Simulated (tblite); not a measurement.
## Run report: C5H11Si2, geometry relaxation (part 4 of 4)

C5H11Si2, multiplicity 2; GFN2-xTB geometry optimisation, gas phase (tblite 0.8.0). It belongs to a series of runs on one base structure; here: H removed from Si.

Geometry of the input (Å):
```
C  1.8117  1.2868  -0.6991
C  1.2254  0.4891  0.2042
C  2.0659  -0.3098  1.1965
Si -0.6067  0.2923  0.3531
C  -1.5709  0.5600  -1.2417
Si -2.6857  -0.8908  -0.6921
C  -1.1902  -1.5177  0.3246
H  2.8896  1.3974  -0.7566
H  1.2305  1.8709  -1.4091
H  1.8034  -0.0382  2.2302
H  3.1257  -0.1217  1.0594
H  1.8942  -1.3856  1.0645
H  -1.1628  1.0498  1.5185
H  -2.0750  1.5226  -1.3308
H  -1.0117  0.3515  -2.1578
H  -3.7637  -0.4065  0.2204
H  -1.4453  -1.9421  1.3037
H  -0.5433  -2.2018  -0.2330
```

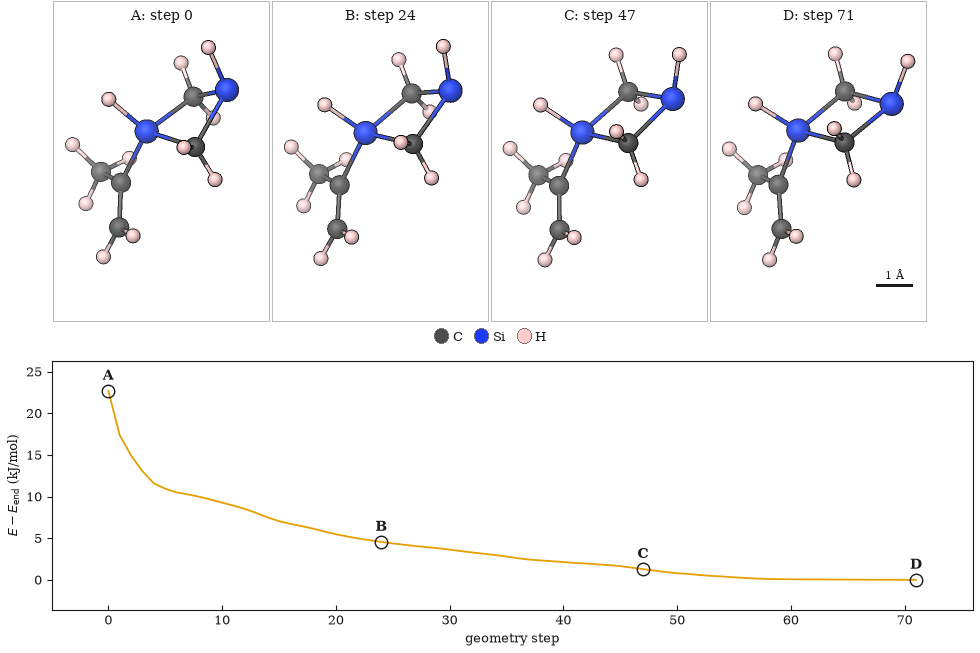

**Figure 1.** Frames of the relaxation (ball-and-stick view, seen at a tilt) above the curves, on which the letters mark them (steps are counted from 0).

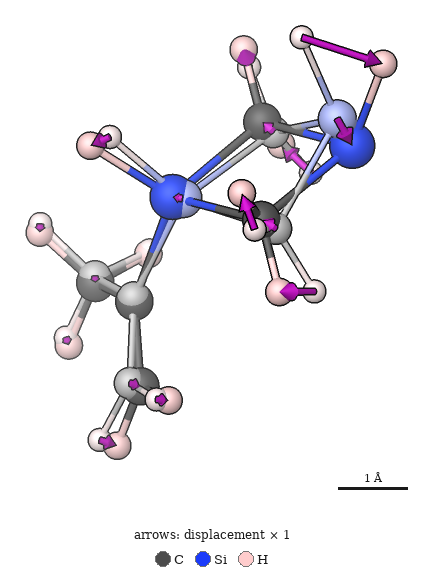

**Figure 2.** Start (faint) and end (solid) with the displacements as pink arrows, at true length (ball-and-stick view, seen at a tilt). The two geometries are laid on each other by the best rigid fit. The atom that moves furthest after the best rigid fit is H16 (1.26 Å). By element the largest moves are H 1.26 Å, Si 0.49 Å, C 0.28 Å. Among the contacts that change: C2–Si4 1.849 → 1.886 Å, Si4–C5 1.883 → 1.917 Å, C2–C3 1.526 → 1.497 Å, Si4–H13 1.497 → 1.473 Å. Among the angles that change: Si4–C7–Si6 86.3° → 91.3°, C7–Si6–H16 110.2° → 115.0°, C5–Si6–H16 110.5° → 115.2°. Over 71 geometry steps the energy falls by 22.7 kJ/mol. The largest force component goes from 1.6 to 0.009 eV/Å. (Atoms are counted from 1 in the order of the input.)

Key numbers:

| quantity | value |
| --- | --- |
| outcome | converged |
| total energy | −534.1767 eV |
| wall time | 0.54 s |
| peak memory | 0.18 GiB |
